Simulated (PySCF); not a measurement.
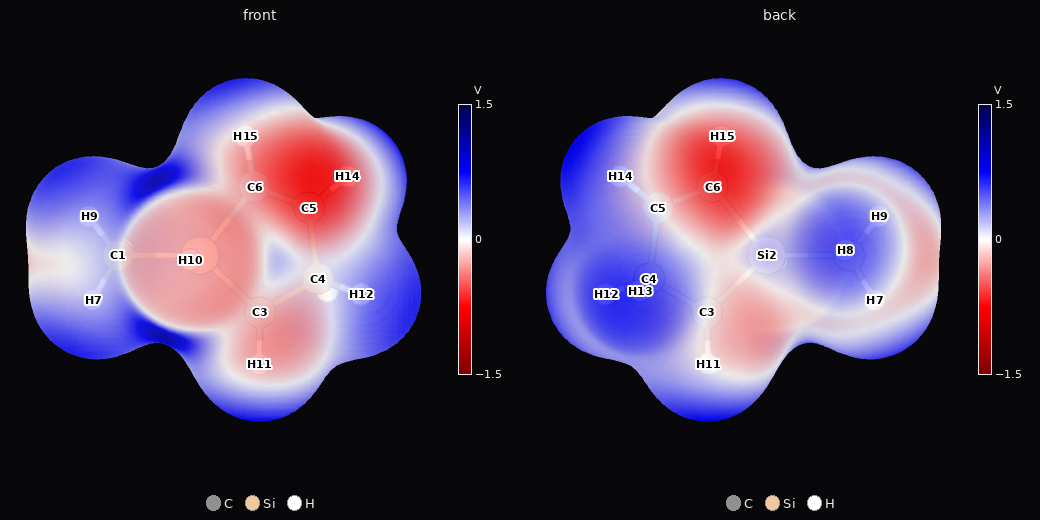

Figure. C$_{5}$H$_{9}$Si (doublet). The molecular electrostatic potential painted on the density surface at 0.002 e/bohr³, seen from the front and from behind; the colour scale runs from red (negative) to blue (positive).

Geometry: GFN2-xTB.

Level of theory: UKS B3LYP, pcH-1 on C H Si, non-relativistic, mean-field spin-orbit, GIAO (PySCF).

```yaml
atoms:
  - { symbol: C, position_ang: [2.3611, 0.0182, 0.3575] }
  - { symbol: Si, position_ang: [0.7578, -0.1058, -0.6636] }
  - { symbol: C, position_ang: [-0.5278, -1.2664, -0.0080] }
  - { symbol: C, position_ang: [-1.7937, -0.5627, 0.2997] }
  - { symbol: C, position_ang: [-1.6211, 0.9030, 0.0368] }
  - { symbol: C, position_ang: [-0.4490, 1.3208, -0.4256] }
  - { symbol: H, position_ang: [2.9251, -0.9068, 0.2944] }
  - { symbol: H, position_ang: [2.1599, 0.2159, 1.4059] }
  - { symbol: H, position_ang: [2.9946, 0.8159, -0.0174] }
  - { symbol: H, position_ang: [1.1250, -0.3149, -2.0783] }
  - { symbol: H, position_ang: [-0.4880, -2.3324, 0.1388] }
  - { symbol: H, position_ang: [-2.6201, -0.9597, -0.3073] }
  - { symbol: H, position_ang: [-2.0975, -0.7313, 1.3424] }
  - { symbol: H, position_ang: [-2.4638, 1.5519, 0.2387] }
  - { symbol: H, position_ang: [-0.2668, 2.3623, -0.6359] }
```

**Describe the electrostatic potential map.**

The most negative region (about −0.7 V) lies over the π face of C5 and C6, the most positive (about +1.0 V) over Si2.
